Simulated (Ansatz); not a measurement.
As$_{8}$Ga$_{8}$H$_{22}$

```yaml
atoms:
  - { symbol: Ga, position_ang: [0.5144, -4.4898, -1.4722] }
  - { symbol: As, position_ang: [0.5204, -4.2083, 1.0603] }
  - { symbol: As, position_ang: [0.5334, -2.0315, -1.9565] }
  - { symbol: Ga, position_ang: [-1.5527, -0.8945, -1.2686] }
  - { symbol: Ga, position_ang: [0.5419, -2.0020, 2.2334] }
  - { symbol: As, position_ang: [-1.3704, -0.7917, 1.2230] }
  - { symbol: As, position_ang: [-1.4930, 1.4816, -1.9532] }
  - { symbol: Ga, position_ang: [-3.6303, 2.6952, -1.4658] }
  - { symbol: Ga, position_ang: [-1.4602, 1.4682, 2.2366] }
  - { symbol: As, position_ang: [-3.3819, 2.5555, 1.0664] }
  - { symbol: Ga, position_ang: [2.6372, -0.9982, -1.1940] }
  - { symbol: As, position_ang: [2.4494, -0.7727, 1.2651] }
  - { symbol: As, position_ang: [2.3873, 1.3791, -1.9458] }
  - { symbol: Ga, position_ang: [0.4552, 2.7844, -1.1903] }
  - { symbol: Ga, position_ang: [2.7324, 1.5743, 2.1377] }
  - { symbol: As, position_ang: [0.5582, 2.5054, 1.2683] }
  - { symbol: H, position_ang: [-0.8946, -5.0972, -1.8347] }
  - { symbol: H, position_ang: [1.9164, -5.1142, -1.8354] }
  - { symbol: H, position_ang: [-0.6266, -5.0023, 1.6788] }
  - { symbol: H, position_ang: [1.6558, -5.0217, 1.6748] }
  - { symbol: H, position_ang: [0.5652, -1.8951, -3.4783] }
  - { symbol: H, position_ang: [-2.8607, -1.6486, -1.7270] }
  - { symbol: H, position_ang: [0.5073, -2.1192, 3.8041] }
  - { symbol: H, position_ang: [-2.6115, -1.5082, 1.7507] }
  - { symbol: H, position_ang: [-1.3601, 1.4429, -3.4752] }
  - { symbol: H, position_ang: [-4.8617, 1.7804, -1.8290] }
  - { symbol: H, position_ang: [-3.4688, 4.2220, -1.8265] }
  - { symbol: H, position_ang: [-1.5779, 1.4948, 3.8074] }
  - { symbol: H, position_ang: [-4.6428, 1.9584, 1.6846] }
  - { symbol: H, position_ang: [-3.5179, 3.9444, 1.6833] }
  - { symbol: H, position_ang: [3.9675, -1.6506, -1.7308] }
  - { symbol: H, position_ang: [3.6688, -1.5415, 1.7697] }
  - { symbol: H, position_ang: [2.3903, 1.3823, -3.4718] }
  - { symbol: H, position_ang: [3.6956, 2.1335, -1.7380] }
  - { symbol: H, position_ang: [0.5559, 4.2634, -1.7251] }
  - { symbol: H, position_ang: [2.6663, 1.5345, 3.7126] }
  - { symbol: H, position_ang: [3.8887, 2.2422, 1.2867] }
  - { symbol: H, position_ang: [0.5036, 3.9451, 1.7750] }
```

Geometry: PBE-D4/def2-SVP.

All numbers below come from RKS PBE0-D4/def2-SVP (Ansatz 0.2.0).

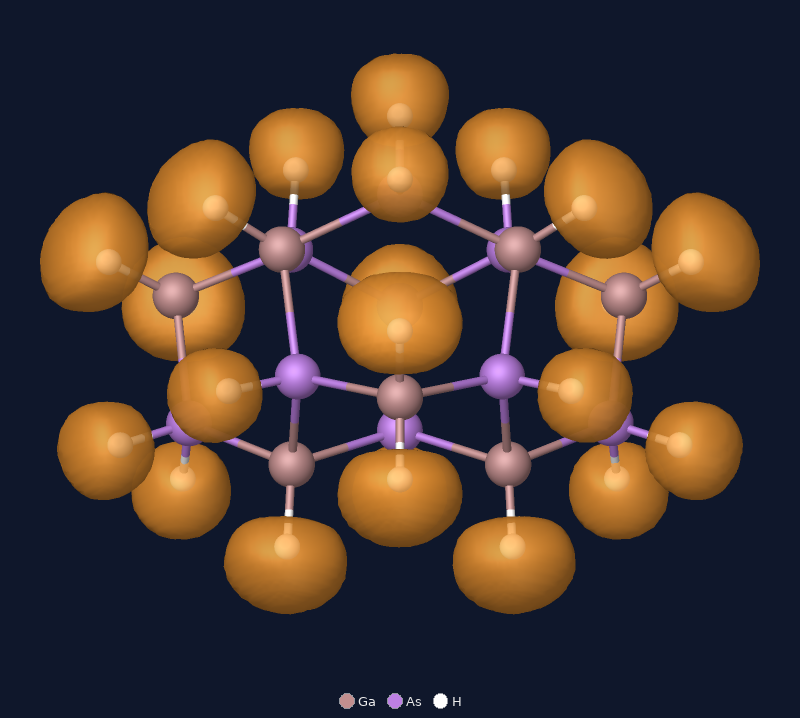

Figure 1. Isosurface of the ELF at 0.9 (orange), seen from one side. Core shells and regions of very low density are left out.

Question: Identify the bonds, lone pairs and shells in this picture.

Answer: At this value the surface marks out 22 regions around hydrogen nuclei. Along the contacts the grid gives the following. Ga–As (2.46 Å): the ELF peaks at about 0.85 between the atoms (a covalent bond). As–H (1.52 Å): the ELF climbs to about 1 towards the hydrogen, as it does in any bond to H.

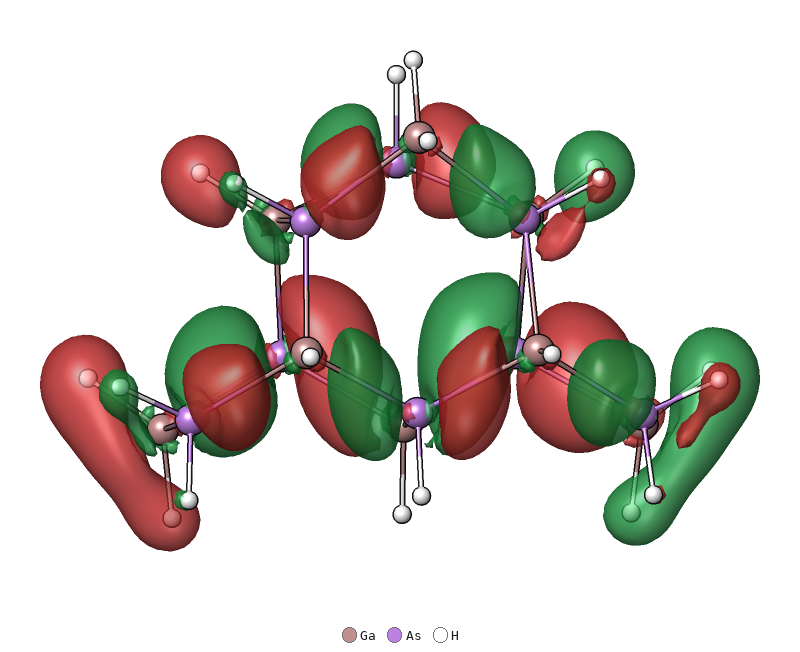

Figure 2. The HOMO at ±0.06 Å⁻³ᐟ² (green and red are the two phases), seen across its widest extent.

Question: What is the character of this orbital?

Answer: By Hirshfeld shares it lies mainly on As3 (about 15 %), As7 (about 15 %), Ga8 (about 5 %), Ga1 (about 5 %) and As13 (about 5 %). Its energy is −6.91 eV.

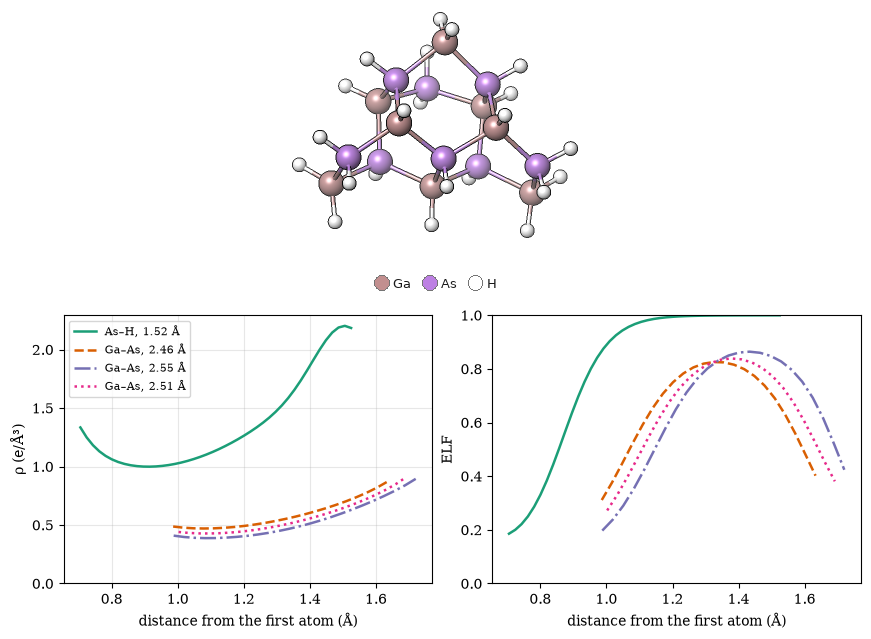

Figure 3. Electron density and electron localisation function along straight lines between neighbouring atoms. The curves leave out the atomic cores. The structure is drawn too.

Question: Compare the contacts.

Answer: As–H (1.52 Å): the density is about 1.1 e/Å³ at the midpoint; the ELF climbs to about 1 towards the hydrogen.
Ga–As (2.46 Å): ρ at the midpoint is about 0.5 e/Å³; the ELF peaks at about 0.85 between the atoms; a shared electron pair.
Ga–As (2.55 Å): ρ at the midpoint is about 0.43 e/Å³, with its minimum of 0.39 e/Å³ about 1.1 Å from Ga; the ELF peaks at about 0.85 between the atoms: a covalent bond.
Ga–As (2.51 Å): ρ is about 0.47 e/Å³ halfway; the ELF peaks at about 0.85 between the atoms: a shared electron pair.
